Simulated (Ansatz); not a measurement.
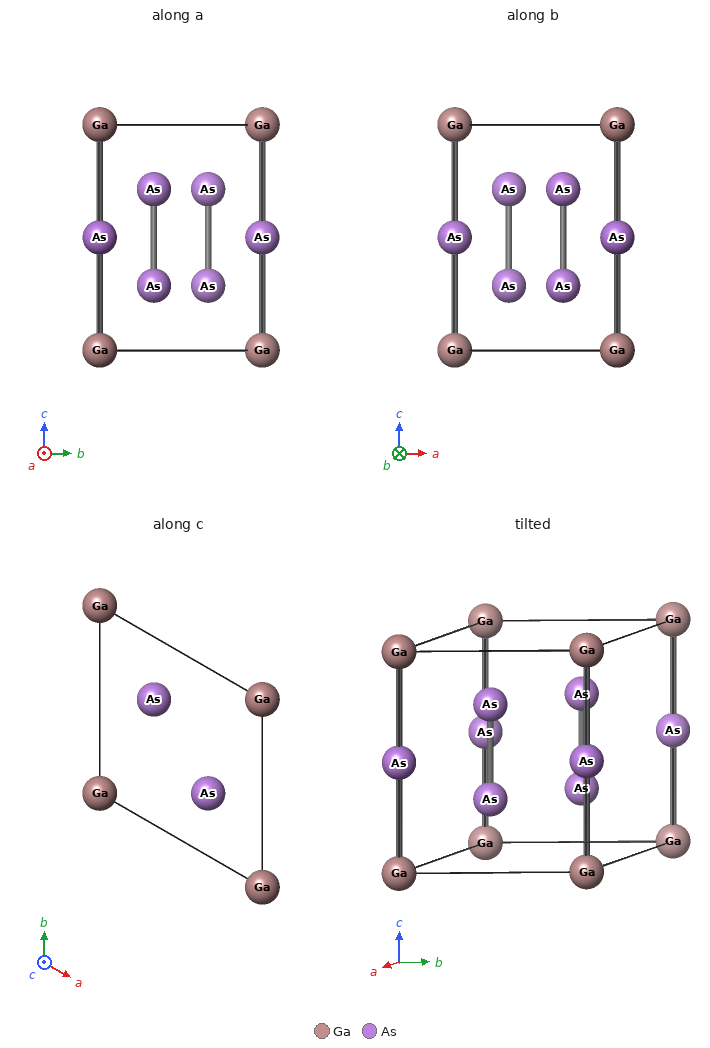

Crystal structure, ball-and-stick style, seen along the a axis, along the b axis, along the c axis and slightly off an axis. The frame is the conventional unit cell; atoms at its boundary are shown with their periodic copies.

Lattice parameters: a = 4.9249 Å, b = 4.9249 Å, c = 5.9170 Å, α = 90.000°, β = 90.000°, γ = 120.000°.

> From the views, write a CIF with its space group and independent sites, with free fractional coordinates to two decimals.

```cif
data_structure
_symmetry_space_group_name_H-M 'P 6/m m m'
_symmetry_Int_Tables_number 191
_cell_length_a 4.9249
_cell_length_b 4.9249
_cell_length_c 5.9170
_cell_angle_alpha 90.000
_cell_angle_beta 90.000
_cell_angle_gamma 120.000
_cell_volume 124.29
loop_
_atom_site_label
_atom_site_type_symbol
_atom_site_symmetry_multiplicity
_atom_site_Wyckoff_symbol
_atom_site_fract_x
_atom_site_fract_y
_atom_site_fract_z
_atom_site_occupancy
Ga1 Ga 1 a 0.00 0.00 0.00 1
As1 As 4 h 0.3333 0.6667 0.71 1
As2 As 1 b 0.00 0.00 0.50 1
```

The structure comes from a random cell made by a generator, so it need not be a real form of the compound. The geometry was optimised with DFT PBE, scalar-relativistic, plane waves, PAW (Ansatz 0.2.0).
